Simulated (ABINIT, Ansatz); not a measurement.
**A GW chain in ABINIT: LiHS (Ama2)**

Aim: the G0W0 gap of LiHS (Ama2) on PBEsol, step by step.

Main program and level: ABINIT 10.8.3; PBEsol and many-body steps on it, plane waves.

### Step 1. The starting structure

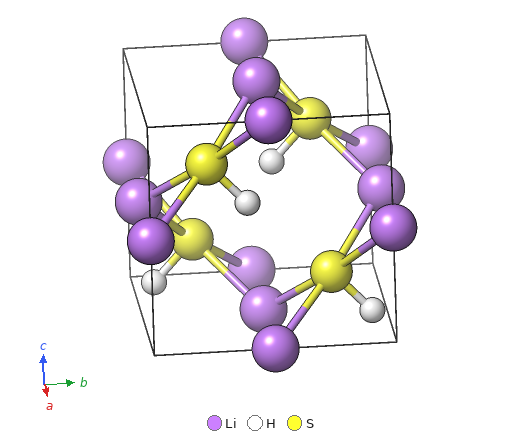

Start, viewed slightly off an axis; lithium purple, hydrogen white, sulfur yellow. This picture shows the conventional cell, with its axes. Some periodic images of atoms are drawn too.

Structure file:

```cif
data_structure
_symmetry_space_group_name_H-M 'Ama2'
_symmetry_Int_Tables_number 40
_cell_length_a 6.1569
_cell_length_b 5.6184
_cell_length_c 5.5148
_cell_angle_alpha 90.000
_cell_angle_beta 90.000
_cell_angle_gamma 90.000
_cell_volume 190.77
loop_
_atom_site_label
_atom_site_type_symbol
_atom_site_symmetry_multiplicity
_atom_site_Wyckoff_symbol
_atom_site_fract_x
_atom_site_fract_y
_atom_site_fract_z
_atom_site_occupancy
Li1 Li 4 a 0.50000 0.00000 0.50166 1
H1 H 4 b 0.25000 0.57480 0.55829 1
S1 S 4 b 0.75000 0.26171 0.73705 1
```

The cell and positions come from the Crystallography Open Database and are kept as given unless a step says otherwise.

### Step 2. Ground state

This step: ABINIT 10.8.3; DFT, PBEsol, plane waves, norm-conserving pseudopotentials.

The ground-state density comes first.

The input, run.abi:

```
acell 3*1.0 Angstrom
rprim 
  6.156870000000 0.000000000000 0.000000000000
  0.000000000000 2.809205000000 2.757390000000
  0.000000000000 -2.809205000000 2.757390000000
ntypat 3
znucl 3 1 16
natom 6
typat 1 1 2 2 3 3
xred 
  0.500000000000 0.501660000000 0.501660000000
  0.000000000000 0.501660000000 0.501660000000
  0.250000000000 0.133090000000 0.983490000000
  0.750000000000 0.983490000000 0.133090000000
  0.750000000000 0.998760000000 0.475340000000
  0.250000000000 0.475340000000 0.998760000000
pp_dirpath "pseudos"
pseudos "Li.upf, H.upf, S.upf"
ecut 33
ngkpt 4 6 6
nshiftk 1
shiftk 0 0 0
kptopt 1
chksymbreak 0
nband 17
occopt 1
tolvrs 1e-10
nstep 60
prtwf 0
optforces 0
optstress 0
indata_prefix "in"
outdata_prefix "out"
tmpdata_prefix "tmp"
```

Started as:

```
$ OMP_NUM_THREADS=1 mpirun -n 4 abinit run.abi > log
```

Numbers of over 12 decimals in the logs are rounded to 6 here.

The program printed:

```text
.Version 10.8.3 of ABINIT. v10.8.2 released Aug 2026.

 Symmetries : space group Am a 2 (# 40); Bravais oC (1-face-center ortho.)
================================================================================
 Values of the parameters that define the memory need of the present run
     intxc =       0    ionmov =       0      iscf =       7    lmnmax =       6
     lnmax =       6     mgfft =      64  mpssoang =       3    mqgrid =    3009
     natom =       6  nloc_mem =       1    nspden =       1   nspinor =       1
    nsppol =       1      nsym =       4    n1xccc =    2501    ntypat =       3
    occopt =       1   xclevel =       2
-    mband =          17        mffmem =           1         mkmem =          10
       mpw =        5866          nfft =      102400          nkpt =          39
================================================================================
  Rough estimation (10% accuracy) of disk space for files :
================================================================================

--------------------------------------------------------------------------------
------------- Echo of variables that govern the present computation ------------
--------------------------------------------------------------------------------
 -outvars: echo values of preprocessed input variables --------
            acell      1.8897261259E+00  1.8897261259E+00  1.8897261259E+00 Bohr

      chksymbreak           0
             ecut      3.30000000E+01 Hartree
-          fftalg         312

              ixc     -116133
              kpt      0.00000000E+00  0.00000000E+00  0.00000000E+00
                       2.50000000E-01  0.00000000E+00  0.00000000E+00
                       5.00000000E-01  0.00000000E+00  0.00000000E+00
                       0.00000000E+00  1.66666667E-01  0.00000000E+00
                       2.50000000E-01  1.66666667E-01  0.00000000E+00
                       5.00000000E-01  1.66666667E-01  0.00000000E+00
                       0.00000000E+00  3.33333333E-01  0.00000000E+00
                       2.50000000E-01  3.33333333E-01  0.00000000E+00
                       5.00000000E-01  3.33333333E-01  0.00000000E+00
   [... 28 further rows ...]
                       2.50000000E-01  5.00000000E-01  5.00000000E-01
                       5.00000000E-01  5.00000000E-01  5.00000000E-01
         kptrlatt        4    0    0      0    6    0      0    0    6
          kptrlen      4.46317133E+01
P           mkmem          10
            natom           6
            nband          17
            ngfft          64      40      40
             nkpt          39
            nstep          60
             nsym           4
           ntypat           3
              occ      2.000000  2.000000  2.000000  2.000000  2.000000  2.000000
                       2.000000  2.000000  2.000000  2.000000  0.000000  0.000000
                       0.000000  0.000000  0.000000  0.000000  0.000000
        optforces           0
        optstress           0
            prtwf           0
            rprim      6.1568700000E+00  0.0000000000E+00  0.0000000000E+00
[...]
spgroup          40

           tolvrs      1.00000000E-10

             xred      5.0000000000E-01  5.0166000000E-01  5.0166000000E-01
[...]
znucl        3.00000    1.00000   16.00000

================================================================================

 chkinp: Checking input parameters for consistency.

================================================================================
== DATASET  1 ==================================================================
-   mpi_nproc: 4, omp_nthreads: 1 (-1 if OMP is not activated)

--- !DatasetInfo
iteration_state: {dtset: 1, }
dimensions: {natom: 6, nkpt: 39, mband: 17, nsppol: 1, nspinor: 1, nspden: 1, mpw: 5866, }
cutoff_energies: {ecut:  33.0, pawecutdg:  -1.0, }
electrons: {nelect:   2.00000000E+01, charge:   0.00000000E+00, occopt:   1.00000000E+00, tsmear:   1.00000000E-02, }

 Real(R)+Recip(G) space primitive vectors, cartesian coordinates (Bohr,Bohr^-1):
 R(1)= 11.6347981  0.0000000  0.0000000  G(1)=  0.0859491  0.0000000  0.0000000
 R(2)=  0.0000000  5.3086281  5.2107119  G(2)=  0.0000000  0.0941863  0.0959562
 R(3)=  0.0000000 -5.3086281  5.2107119  G(3)=  0.0000000 -0.0941863  0.0959562
 Unit cell volume ucvol=  6.4367732E+02 bohr^3
 Angles (23,13,12)=  9.10666108E+01  9.00000000E+01  9.00000000E+01 degrees

 getcut: wavevector=  0.0000  0.0000  0.0000  ngfft=  64  40  40
         ecut(hartree)=     33.000   => boxcut(ratio)=   2.07980

--- Pseudopotential description ------------------------------------------------
- Li Generated using ONCVPSP code by D. R. Hamann
-  3.00000   3.00000  180301                  znucl, zion, pspdat
12 -116133 1 -1 1944                          pspcod,pspxc,lmax,lloc,mmax
     nproj     2     2     0
  pspatm : epsatm=    2.60875052
         --- l  ekb(1:nproj) -->
[...]
pspatm: atomic psp has been read  and splines computed

- H Generated using ONCVPSP code by D. R. Hamann
-  1.00000   1.00000  180301                  znucl, zion, pspdat
12 -116133 1 -1 1180                          pspcod,pspxc,lmax,lloc,mmax
     nproj     2     1     0
  pspatm : epsatm=    0.35585368
         --- l  ekb(1:nproj) -->
[...]
1   -0.494138
 pspatm: atomic psp has been read  and splines computed

- S Generated using ONCVPSP code by D. R. Hamann
- 16.00000   6.00000  180301                  znucl, zion, pspdat
12 -116133 2 -1 1146                          pspcod,pspxc,lmax,lloc,mmax
     nproj     2     2     2
  pspatm : epsatm=    8.71840686
         --- l  ekb(1:nproj) -->
[...]
pspatm: atomic psp has been read  and splines computed

   4.67320442E+02                                ecore*ucvol(ha*bohr**3)
--------------------------------------------------------------------------------

_setup2: Arith. and geom. avg. npw (full set) are    5828.438    5828.426

================================================================================

--- !BeginCycle
iteration_state: {dtset: 1, }
solver: {iscf: 7, nstep: 60, nline: 4, wfoptalg: 0, }
tolerances: {tolvrs: 1.00E-10, }

     iter   Etot(hartree)      deltaE(h)  residm     vres2
 ETOT  1  -37.610628765635    -3.761E+01 5.035E-02 1.112E+02
 ETOT  2  -37.659837793491    -4.921E-02 3.467E-03 9.237E+00
 ETOT  3  -37.661608725954    -1.771E-03 8.412E-04 7.339E-01
 ETOT  4  -37.661658145485    -4.942E-05 8.112E-04 7.831E-02
 ETOT  5  -37.661662348232    -4.203E-06 4.859E-04 4.339E-03
 ETOT  6  -37.661662737711    -3.895E-07 5.033E-04 1.228E-04
 ETOT  7  -37.661662746369    -8.657E-09 2.192E-04 5.575E-06
 ETOT  8  -37.661662746758    -3.890E-10 1.457E-04 1.789E-07
 ETOT  9  -37.661662746766    -7.851E-12 7.996E-05 1.070E-08
 ETOT 10  -37.661662746766    -2.487E-13 3.495E-05 5.958E-10
 ETOT 11  -37.661662746766    -4.619E-13 2.869E-05 2.569E-11

 At SCF step   11       vres2   =  2.57E-11 < tolvrs=  1.00E-10 =>converged.

--- !ResultsGS
iteration_state: {dtset: 1, }
comment   : Summary of ground state results
lattice_vectors:
- [ 11.6347981,   0.0000000,   0.0000000, ]
- [  0.0000000,   5.3086281,   5.2107119, ]
- [  0.0000000,  -5.3086281,   5.2107119, ]
lattice_lengths: [  11.63480,    7.43862,    7.43862, ]
lattice_angles: [ 91.067,  90.000,  90.000, ] # degrees, (23, 13, 12)
lattice_volume:   6.4367732E+02
convergence: {deltae: -4.619E-13, res2:  2.569E-11, residm:  2.869E-05, diffor:  0.000E+00, }
etotal    :  -3.76616627E+01
entropy   :   0.00000000E+00
fermie    :  -4.48585749E-03
cartesian_stress_tensor: null
pressure_GPa: null
xred      :
- [  5.0000E-01,   5.0166E-01,   5.0166E-01, Li]
- [  0.0000E+00,   5.0166E-01,   5.0166E-01, Li]
- [  2.5000E-01,   1.3309E-01,   9.8349E-01,  H]
- [  7.5000E-01,   9.8349E-01,   1.3309E-01,  H]
- [  7.5000E-01,   9.9876E-01,   4.7534E-01,  S]
- [  2.5000E-01,   4.7534E-01,   9.9876E-01,  S]
cartesian_forces: null
force_length_stats: {min: null, max: null, mean: null, }

 Integrated electronic density in atomic spheres:
 ------------------------------------------------
 Atom  Sphere_radius  Integrated_density
[...]
================================================================================

 ----iterations are completed or convergence reached----

 Mean square residual over all n,k,spin=   14.102E-08; max=  28.689E-06
 reduced coordinates (array xred) for    6 atoms
[...]
0.000000000000      0.501660000000      0.501660000000
       0.250000000000      0.133090000000      0.983490000000
       0.750000000000      0.983490000000      0.133090000000
       0.750000000000      0.998760000000      0.475340000000
       0.250000000000      0.475340000000      0.998760000000
 rms dE/dt=  0.0000E+00; max dE/dt=  0.0000E+00; dE/dt below (all hartree)
    1       0.000000000000      0.000000000000      0.000000000000
    2       0.000000000000      0.000000000000      0.000000000000
    3       0.000000000000      0.000000000000      0.000000000000
    4       0.000000000000      0.000000000000      0.000000000000
    5       0.000000000000      0.000000000000      0.000000000000
    6       0.000000000000      0.000000000000      0.000000000000

 cartesian coordinates (angstrom) at end:
    1      3.078435     0.000000     2.766545
    2      0.000000     0.000000     2.766545
    3      1.539217    -2.388948     3.078847
    4      4.617653     2.388948     3.078847
    5      4.617653     1.470394     4.064669
    6      1.539217    -1.470394     4.064669
 length scales=  1.889726125908  1.889726125908  1.889726125908 bohr
              =  1.000000000000  1.000000000000  1.000000000000 angstroms
 prteigrs : about to open file out_EIG
 Fermi (or HOMO) energy (hartree) =  -0.00449   Average Vxc (hartree)=  -0.29109
 Eigenvalues (hartree) for nkpt=  39  k points:
 kpt#   1, nband= 17, wtk=  0.00694, kpt=  0.0000  0.0000  0.0000 (reduced coord)
  -1.60604   -1.60579   -0.45319   -0.43816   -0.12144   -0.11974   -0.08252   -0.02795
  -0.02600   -0.00449    0.11789    0.13122    0.18215    0.18331    0.28261    0.28443
   0.35071
 prteigrs : prtvol=0 or 1, do not print more k-points.

--- !EnergyTerms
iteration_state     : {dtset: 1, }
comment             : Components of total free energy in Hartree
kinetic             :  1.91716801812078E+01
hartree             :  7.73635523012596E+00
xc                  : -1.02698079831894E+01
Ewald energy        : -2.24137112900182E+01
psp_core            :  7.26016629708046E-01
local_psp           : -2.64915880727471E+01
non_local_psp       : -6.12060744185321E+00
total_energy        : -3.76616627467662E+01
total_energy_eV     : -1.02482605166813E+03
band_energy         : -9.17501539230428E+00

== END DATASET(S) ==============================================================
================================================================================

 -outvars: echo values of variables after computation  --------
           etotal     -3.7661662747E+01
            nband          17
             nkpt          39
          spgroup          40
 [... the other variables as echoed above ...]

 Calculation completed.
```

Wall time 56 s (4 MPI ranks of Arm Neoverse N1, shared host); peak memory 0.39 GiB.

Numbers from this step:

```
total energy               : -1024.8261 eV
gap                        : 3.330 eV
k of the valence top       : 0, 0, 0
k of the conduction bottom : 0, 0, 0
least direct gap           : 3.330 eV
```

The gap is direct, at Γ.

(Continued in part 2 of 3.)

[Paths, hosts, dates, memory and timing lines, banners, echoed tables and standing remarks are left out of the program output.]

[Logs are printed without paths, hosts, clocks, repeated set-up lines and the standing remarks that a program may print on its own settings, such as how far it seeks lower states.]

[Runs of the session that timed out or met a known fault of the program may be left out.]

[Hosts, paths, dates, database ids (printed as entryN), source tags and the programs' standing remarks are cut or masked in the printed files.]

[G0W0 gaps are taken among the corrected bands and points alone; a level outside them can change the order at an edge.]

[Where Ansatz stands beside ABINIT at settings called matched, ABINIT's density can come from a denser mesh and the files from another edition; pairs whose starting gaps differed by over 0.03 eV were left out, so agreement reads better than it is.]
